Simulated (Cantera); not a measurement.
Charge: 1 mol S, 0.045 mol H2O, a varied amount of H2, 0.049 mol SO2, held at 1952 °C and 96.0 mbar.

Equilibrium computed with Cantera from the NASA thermochemical tables; the gas is ideal and each condensed phase is pure. Candidate condensed phases: H2O, H2SO4, S; 19 gas species. Kinetics and transport are ignored.

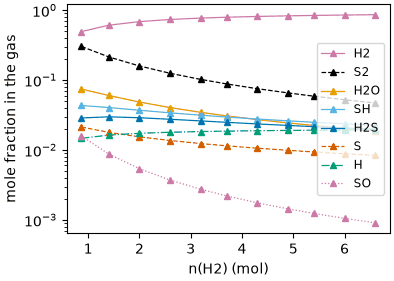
Equilibrium gas composition (values under 1e-9 drawn at 1e-9)

From 0.87 mol H2 to 6.6 mol H2 nothing is condensed.
